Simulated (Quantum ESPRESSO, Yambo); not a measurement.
# LuBi2O4Cl (P4/mmm): G0W0 with Yambo, start to end, part 2 of 3

How does a plane-wave GW calculation on LuBi2O4Cl (P4/mmm) run from the first input to the gap?

Quantum ESPRESSO 7.5 and Yambo 5.3.0; PBEsol and many-body steps on it, plane waves. Known limits of the many-body steps: not at the basis limit; no spin-orbit coupling; coarse k mesh.

So far. Step 2 (Ground state): The gap is indirect, with the least direct gap 0.39 eV higher.

## 3. Bands along the symmetry lines

Level of this step: DFT, PBEsol, plane waves, norm-conserving pseudopotentials (Quantum ESPRESSO).

Levels along a band path, at the cheap level, show where the edges lie and whether the meshes to come will hold them.

The input, pw.in:

```
&control
  calculation = 'bands'
  prefix = 'x'
  outdir = 'o'
  pseudo_dir = 'pseudo'
/
&system
  ibrav = 0
  nat = 8
  ntyp = 4
  ecutwfc = 92.0
  nbnd = 57
  force_symmorphic = .true.
/
&electrons
  conv_thr = 1e-9
  electron_maxstep = 80
  diago_full_acc = .true.
  diago_thr_init = 5e-6
/
ATOMIC_SPECIES
  Lu 174.97 Lu.upf
  Bi 208.98 Bi.upf
  Cl 35.45 Cl.upf
  O 15.999 O.upf
CELL_PARAMETERS angstrom
  3.8232000000 0.0000000000 0.0000000000
  0.0000000000 3.8232000000 0.0000000000
  0.0000000000 0.0000000000 8.8560000000
ATOMIC_POSITIONS crystal
  Lu 0.0000000000 0.0000000000 0.0000000000
  Bi 0.5000000000 0.5000000000 0.7193000000
  Bi 0.5000000000 0.5000000000 0.2807000000
  Cl 0.0000000000 0.0000000000 0.5000000000
  O 0.5000000000 0.0000000000 0.8480000000
  O 0.0000000000 0.5000000000 0.8480000000
  O 0.5000000000 0.0000000000 0.1520000000
  O 0.0000000000 0.5000000000 0.1520000000
K_POINTS crystal
  75
  0.00000000 0.00000000 0.00000000 1
  0.00000000 0.06250000 0.00000000 1
  0.00000000 0.12500000 0.00000000 1
  0.00000000 0.18750000 0.00000000 1
  0.00000000 0.25000000 0.00000000 1
  0.00000000 0.31250000 0.00000000 1
  0.00000000 0.37500000 0.00000000 1
  0.00000000 0.43750000 0.00000000 1
  0.00000000 0.50000000 0.00000000 1
  0.06250000 0.50000000 0.00000000 1
  0.12500000 0.50000000 0.00000000 1
  0.18750000 0.50000000 0.00000000 1
  0.25000000 0.50000000 0.00000000 1
  0.31250000 0.50000000 0.00000000 1
  0.37500000 0.50000000 0.00000000 1
  0.43750000 0.50000000 0.00000000 1
  0.50000000 0.50000000 0.00000000 1
  0.43750000 0.43750000 0.00000000 1
  0.37500000 0.37500000 0.00000000 1
  0.31250000 0.31250000 0.00000000 1
  0.25000000 0.25000000 0.00000000 1
  0.18750000 0.18750000 0.00000000 1
  0.12500000 0.12500000 0.00000000 1
  0.06250000 0.06250000 0.00000000 1
  0.00000000 0.00000000 0.00000000 1
  0.00000000 0.00000000 0.06250000 1
  0.00000000 0.00000000 0.12500000 1
  0.00000000 0.00000000 0.18750000 1
  0.00000000 0.00000000 0.25000000 1
  0.00000000 0.00000000 0.31250000 1
  0.00000000 0.00000000 0.37500000 1
  0.00000000 0.00000000 0.43750000 1
  0.00000000 0.00000000 0.50000000 1
  0.00000000 0.06250000 0.50000000 1
  0.00000000 0.12500000 0.50000000 1
  0.00000000 0.18750000 0.50000000 1
  0.00000000 0.25000000 0.50000000 1
  0.00000000 0.31250000 0.50000000 1
  0.00000000 0.37500000 0.50000000 1
  0.00000000 0.43750000 0.50000000 1
  0.00000000 0.50000000 0.50000000 1
  0.06250000 0.50000000 0.50000000 1
  0.12500000 0.50000000 0.50000000 1
  0.18750000 0.50000000 0.50000000 1
  0.25000000 0.50000000 0.50000000 1
  0.31250000 0.50000000 0.50000000 1
  0.37500000 0.50000000 0.50000000 1
  0.43750000 0.50000000 0.50000000 1
  0.50000000 0.50000000 0.50000000 1
  0.43750000 0.43750000 0.50000000 1
  0.37500000 0.37500000 0.50000000 1
  0.31250000 0.31250000 0.50000000 1
  0.25000000 0.25000000 0.50000000 1
  0.18750000 0.18750000 0.50000000 1
  0.12500000 0.12500000 0.50000000 1
  0.06250000 0.06250000 0.50000000 1
  0.00000000 0.00000000 0.50000000 1
  0.00000000 0.50000000 0.00000000 1
  0.00000000 0.50000000 0.06250000 1
  0.00000000 0.50000000 0.12500000 1
  0.00000000 0.50000000 0.18750000 1
  0.00000000 0.50000000 0.25000000 1
  0.00000000 0.50000000 0.31250000 1
  0.00000000 0.50000000 0.37500000 1
  0.00000000 0.50000000 0.43750000 1
  0.00000000 0.50000000 0.50000000 1
  0.50000000 0.50000000 0.00000000 1
  0.50000000 0.50000000 0.06250000 1
  0.50000000 0.50000000 0.12500000 1
  0.50000000 0.50000000 0.18750000 1
  0.50000000 0.50000000 0.25000000 1
  0.50000000 0.50000000 0.31250000 1
  0.50000000 0.50000000 0.37500000 1
  0.50000000 0.50000000 0.43750000 1
  0.50000000 0.50000000 0.50000000 1
```

On the command line:

```sh
OMP_NUM_THREADS=1 mpirun -n 8 pw.x -nk 8 -in pw.in > pw.out
```

The program printed:

```text
[banner, memory and clock lines left out]
Program PWSCF v.7.5 starts

     Atomic positions and unit cell read from directory:
     o/x.save/

     Message from routine setup:
     using ibrav=0 with symmetry is DISCOURAGED, use correct ibrav instead

     G-vector sticks info

     bravais-lattice index     =            0
     lattice parameter (alat)  =       7.2248  a.u.
     unit-cell volume          =     873.5510 (a.u.)^3
     number of atoms/cell      =            8
     number of atomic types    =            4
     number of electrons       =       102.00
     number of Kohn-Sham states=           57
     kinetic-energy cutoff     =      92.0000  Ry
     charge density cutoff     =     368.0000  Ry
     Exchange-correlation= PBESOL
                           (   1   4  10   8   0   0   0)

     celldm(1)=   7.224801  celldm(2)=   0.000000  celldm(3)=   0.000000
     celldm(4)=   0.000000  celldm(5)=   0.000000  celldm(6)=   0.000000

     crystal axes: (cart. coord. in units of alat)
               a(1) = (   1.000000   0.000000   0.000000 )
               a(2) = (   0.000000   1.000000   0.000000 )
               a(3) = (   0.000000   0.000000   2.316384 )

     reciprocal axes: (cart. coord. in units 2 pi/alat)
               b(1) = (  1.000000  0.000000  0.000000 )
               b(2) = (  0.000000  1.000000  0.000000 )
               b(3) = (  0.000000  0.000000  0.431707 )
     Pseudo is Norm-conserving + core correction, Zval = 25.0
     Generated using ONCVPSP code by D. R. Hamann
     Using radial grid of 2008 points,  8 beta functions with:
     Pseudo is Norm-conserving + core correction, Zval = 23.0
     Generated using ONCVPSP code by D. R. Hamann
     Using radial grid of 1472 points,  6 beta functions with:
     Pseudo is Norm-conserving + core correction, Zval =  7.0
     Generated using ONCVPSP code by D. R. Hamann
     Using radial grid of 1028 points,  6 beta functions with:
     Pseudo is Norm-conserving + core correction, Zval =  6.0
     Generated using ONCVPSP code by D. R. Hamann
     Using radial grid of  936 points,  5 beta functions with:
     Lu               25.00   174.97000     Lu( 1.00)
     Bi               23.00   208.98000     Bi( 1.00)
     Cl                7.00    35.45000     Cl( 1.00)
     O                 6.00    15.99900     O ( 1.00)

     16 Sym. Ops., with inversion, found

   Cartesian axes

     site n.     atom                  positions (alat units)
         1        Lu     tau(   1) = (   0.0000000   0.0000000   0.0000000  )
         2        Bi     tau(   2) = (   0.5000000   0.5000000   1.6661751  )
         3        Bi     tau(   3) = (   0.5000000   0.5000000   0.6502090  )
         4        Cl     tau(   4) = (   0.0000000   0.0000000   1.1581921  )
         5        O      tau(   5) = (   0.5000000   0.0000000   1.9642938  )
         6        O      tau(   6) = (   0.0000000   0.5000000   1.9642938  )
         7        O      tau(   7) = (   0.5000000   0.0000000   0.3520904  )
         8        O      tau(   8) = (   0.0000000   0.5000000   0.3520904  )

     number of k points=    75
                       cart. coord. in units 2pi/alat
        k(    1) = (   0.0000000   0.0000000   0.0000000), wk =   0.0266667
        k(    2) = (   0.0000000   0.0625000   0.0000000), wk =   0.0266667
        k(    3) = (   0.0000000   0.1250000   0.0000000), wk =   0.0266667
[...]
[... 63 further rows ...]
        k(   74) = (   0.5000000   0.5000000   0.1888720), wk =   0.0266667
        k(   75) = (   0.5000000   0.5000000   0.2158537), wk =   0.0266667

     Dense  grid:   104163 G-vectors     FFT dimensions: (  45,  45, 108)

     The potential is recalculated from file :
     o/x.save/charge-density

     Starting wfcs are   63 randomized atomic wfcs

     Band Structure Calculation

     End of band structure calculation

          k = 0.0000 0.0000 0.0000 ( 12987 PWs)   bands (ev):

  -141.4544-141.4544 -79.4995 -79.4994 -79.4810 -79.4810 -79.4810 -79.4810
   -42.5362 -13.4111 -13.2371 -13.2371 -11.0374 -11.0322 -10.8410 -10.8281
   -10.8281 -10.8233 -10.8233 -10.8168 -10.7489 -10.7483  -7.2263  -6.5318
    -4.8481  -4.4747  -3.1621   2.4723   2.7197   6.6342   6.6342   6.8323
[...]
17.1946

          k = 0.0000 0.0625 0.0000 ( 13000 PWs)   bands (ev):

  -141.4544-141.4544 -79.4995 -79.4994 -79.4810 -79.4810 -79.4810 -79.4810
[...]
16.9036

          k = 0.0000 0.1250 0.0000 ( 12988 PWs)   bands (ev):

  -141.4544-141.4544 -79.4995 -79.4994 -79.4810 -79.4810 -79.4810 -79.4809
[...]
16.8331

[...]
k = 0.5000 0.5000 0.1889 ( 13060 PWs)   bands (ev):

  -141.4544-141.4544 -79.4995 -79.4994 -79.4811 -79.4811 -79.4811 -79.4811
[...]
16.4746

          k = 0.5000 0.5000 0.2159 ( 13080 PWs)   bands (ev):

  -141.4544-141.4544 -79.4995 -79.4994 -79.4811 -79.4811 -79.4811 -79.4811
[...]
8.9219   8.9518   9.0112   9.0112   9.0477   9.1132   9.1132  10.1911
    10.2237  10.3721  11.2273  14.6542  14.6542  16.1608  16.1608  16.1921
    16.2861

     XML data file, pseudopotentials, collected wavefunctions
```

Elapsed: 45 s, on 8 MPI ranks of Arm Neoverse V2, shared host; peak memory 1.3 GiB.

Numbers from this step:

* gap: 1.125 eV
* k of the valence top: 0.5, 0.5, 0
* k of the conduction bottom: 0, 0, 0
* least direct gap: 1.513 eV

The gap is 1.125 eV, as in the run before at this level.

Electronic bands along the path, in eV, zero at the top of the highest filled band:

```csv
point,band 48,band 49,band 50,band 51,band 52,band 53,band 54,band 55
Γ,-0.81,-0.80,-0.80,-0.39,1.13,3.86,5.30,5.30
X,-1.45,-1.34,-0.60,-0.59,2.78,4.68,4.84,5.38
M,-1.04,-1.00,-0.86,0.00,3.67,3.67,3.71,4.79
Γ,-0.81,-0.80,-0.80,-0.39,1.13,3.86,5.30,5.30
Z,-0.81,-0.80,-0.80,-0.79,1.67,3.25,5.35,5.35
R,-1.49,-1.48,-1.13,-0.29,3.55,4.52,4.88,5.30
A,-1.04,-1.00,-0.86,0.00,3.43,3.43,4.93,4.93
Z,-0.81,-0.80,-0.80,-0.79,1.67,3.25,5.35,5.35
jump to X,-1.45,-1.34,-0.60,-0.59,2.78,4.68,4.84,5.38
R,-1.49,-1.48,-1.13,-0.29,3.55,4.52,4.88,5.30
jump to M,-1.04,-1.00,-0.86,0.00,3.67,3.67,3.71,4.79
A,-1.04,-1.00,-0.86,0.00,3.43,3.43,4.93,4.93
```

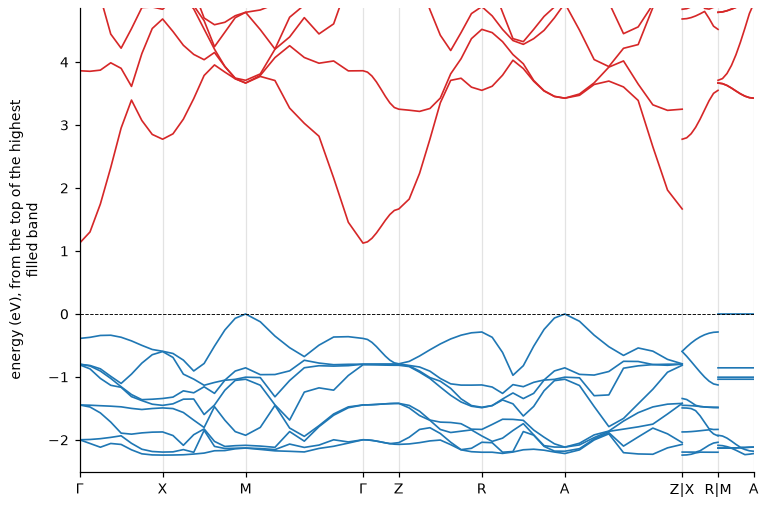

Electronic bands along the path; lines of filled and empty bands in two colours.

## 4. Empty states on the mesh, 4×4×1 mesh, 241 bands

The sums over transitions need many empty states on a uniform mesh; this step solves for them.

The input, pw.in:

```
&control
  calculation = 'nscf'
  prefix = 'x'
  outdir = 'o'
  pseudo_dir = 'pseudo'
/
&system
  ibrav = 0
  nat = 8
  ntyp = 4
  ecutwfc = 92.0
  nbnd = 241
  force_symmorphic = .true.
/
&electrons
  conv_thr = 1e-9
  electron_maxstep = 80
  diago_full_acc = .true.
  diago_thr_init = 5e-6
/
ATOMIC_SPECIES
  Lu 174.97 Lu.upf
  Bi 208.98 Bi.upf
  Cl 35.45 Cl.upf
  O 15.999 O.upf
CELL_PARAMETERS angstrom
  3.8232000000 0.0000000000 0.0000000000
  0.0000000000 3.8232000000 0.0000000000
  0.0000000000 0.0000000000 8.8560000000
ATOMIC_POSITIONS crystal
  Lu 0.0000000000 0.0000000000 0.0000000000
  Bi 0.5000000000 0.5000000000 0.7193000000
  Bi 0.5000000000 0.5000000000 0.2807000000
  Cl 0.0000000000 0.0000000000 0.5000000000
  O 0.5000000000 0.0000000000 0.8480000000
  O 0.0000000000 0.5000000000 0.8480000000
  O 0.5000000000 0.0000000000 0.1520000000
  O 0.0000000000 0.5000000000 0.1520000000
K_POINTS automatic
  4 4 1 0 0 0
```

On the command line:

```sh
OMP_NUM_THREADS=1 mpirun -n 8 pw.x -nk 4 -in pw.in > pw.out
```

The program printed:

```text
[banner, memory and clock lines left out]
Program PWSCF v.7.5 starts

     Atomic positions and unit cell read from directory:
     o/x.save/

     Message from routine setup:
     using ibrav=0 with symmetry is DISCOURAGED, use correct ibrav instead

     bravais-lattice index     =            0
     lattice parameter (alat)  =       7.2248  a.u.
     unit-cell volume          =     873.5510 (a.u.)^3
     number of atoms/cell      =            8
     number of atomic types    =            4
     number of electrons       =       102.00
     number of Kohn-Sham states=          241
     kinetic-energy cutoff     =      92.0000  Ry
     charge density cutoff     =     368.0000  Ry
     Exchange-correlation= PBESOL
                           (   1   4  10   8   0   0   0)

     celldm(1)=   7.224801  celldm(2)=   0.000000  celldm(3)=   0.000000
     celldm(4)=   0.000000  celldm(5)=   0.000000  celldm(6)=   0.000000

     crystal axes: (cart. coord. in units of alat)
               a(1) = (   1.000000   0.000000   0.000000 )
               a(2) = (   0.000000   1.000000   0.000000 )
               a(3) = (   0.000000   0.000000   2.316384 )

     reciprocal axes: (cart. coord. in units 2 pi/alat)
               b(1) = (  1.000000  0.000000  0.000000 )
               b(2) = (  0.000000  1.000000  0.000000 )
               b(3) = (  0.000000  0.000000  0.431707 )
     Pseudo is Norm-conserving + core correction, Zval = 25.0
     Generated using ONCVPSP code by D. R. Hamann
     Using radial grid of 2008 points,  8 beta functions with:
     Pseudo is Norm-conserving + core correction, Zval = 23.0
     Generated using ONCVPSP code by D. R. Hamann
     Using radial grid of 1472 points,  6 beta functions with:
     Pseudo is Norm-conserving + core correction, Zval =  7.0
     Generated using ONCVPSP code by D. R. Hamann
     Using radial grid of 1028 points,  6 beta functions with:
     Pseudo is Norm-conserving + core correction, Zval =  6.0
     Generated using ONCVPSP code by D. R. Hamann
     Using radial grid of  936 points,  5 beta functions with:
     Lu               25.00   174.97000     Lu( 1.00)
     Bi               23.00   208.98000     Bi( 1.00)
     Cl                7.00    35.45000     Cl( 1.00)
     O                 6.00    15.99900     O ( 1.00)

     16 Sym. Ops., with inversion, found

   Cartesian axes

     site n.     atom                  positions (alat units)
         1        Lu     tau(   1) = (   0.0000000   0.0000000   0.0000000  )
         2        Bi     tau(   2) = (   0.5000000   0.5000000   1.6661751  )
         3        Bi     tau(   3) = (   0.5000000   0.5000000   0.6502090  )
         4        Cl     tau(   4) = (   0.0000000   0.0000000   1.1581921  )
         5        O      tau(   5) = (   0.5000000   0.0000000   1.9642938  )
         6        O      tau(   6) = (   0.0000000   0.5000000   1.9642938  )
         7        O      tau(   7) = (   0.5000000   0.0000000   0.3520904  )
         8        O      tau(   8) = (   0.0000000   0.5000000   0.3520904  )

     number of k points=     6
                       cart. coord. in units 2pi/alat
        k(    1) = (   0.0000000   0.0000000   0.0000000), wk =   0.1250000
        k(    2) = (   0.0000000   0.2500000   0.0000000), wk =   0.5000000
        k(    3) = (   0.0000000  -0.5000000   0.0000000), wk =   0.2500000
        k(    4) = (   0.2500000   0.2500000   0.0000000), wk =   0.5000000
        k(    5) = (   0.2500000  -0.5000000   0.0000000), wk =   0.5000000
        k(    6) = (  -0.5000000  -0.5000000   0.0000000), wk =   0.1250000

     Dense  grid:   104163 G-vectors     FFT dimensions: (  45,  45, 108)

     The potential is recalculated from file :
     o/x.save/charge-density

     Starting wfcs are   63 randomized atomic wfcs +  178 random wfcs

     Band Structure Calculation

     End of band structure calculation

          k = 0.0000 0.0000 0.0000 ( 12987 PWs)   bands (ev):

  -141.4544-141.4544 -79.4995 -79.4995 -79.4810 -79.4810 -79.4810 -79.4810
   -42.5362 -13.4111 -13.2371 -13.2371 -11.0374 -11.0322 -10.8410 -10.8281
   -10.8281 -10.8233 -10.8233 -10.8168 -10.7489 -10.7483  -7.2263  -6.5318
    -4.8482  -4.4748  -3.1621   2.4723   2.7197   6.6342   6.6342   6.8323
[...]
[... 19 further rows ...]
[...]
77.5219

          k = 0.0000 0.2500 0.0000 ( 12982 PWs)   bands (ev):

  -141.4544-141.4544 -79.4995 -79.4994 -79.4810 -79.4810 -79.4810 -79.4809
[...]
[... 19 further rows ...]
[...]
76.9905

          k = 0.0000-0.5000 0.0000 ( 13050 PWs)   bands (ev):

  -141.4544-141.4544 -79.4995 -79.4994 -79.4811 -79.4811 -79.4809 -79.4809
[...]
25.3704  26.3567  26.9738  27.0985  28.2118  28.4167  28.6416  28.8783
     [... 19 further rows ...]
    75.2994  75.3482  75.3700  75.3979  75.9662  76.1615  76.6168  76.9842
    77.2244

          k = 0.2500 0.2500 0.0000 ( 13004 PWs)   bands (ev):

     [... further k-points ...]

     highest occupied, lowest unoccupied level (ev):    11.2274   12.3526

     XML data file, pseudopotentials, collected wavefunctions
```

Elapsed: 50 s, on 8 MPI ranks; peak memory 1.6 GiB; 6.2 min of CPU time.

Numbers from this step:

| Item | Value |
| --- | --- |
| gap | 1.125 eV |
| k of the valence top | -0.5, -0.5, 0 |
| k of the conduction bottom | 0, 0, 0 |
| least direct gap | 1.513 eV |
| k points computed | 6 |
| lowest point of the top converged band, above the valence top | 65.5349 eV |

On this mesh the gap is 1.125 eV.

[end of part 2 of 3]

[Paths, hosts, dates, memory and timing lines, banners, echoed tables and standing remarks are left out of the program output.]

[Logs are printed without paths, hosts, clocks, repeated set-up lines and the standing remarks that a program may print on its own settings, such as how far it seeks lower states.]

[Runs of the session that timed out or met a known fault of the program may be left out.]

[Hosts, paths, dates, database ids (printed as entryN), source tags and the programs' standing remarks are cut or masked in the printed files.]
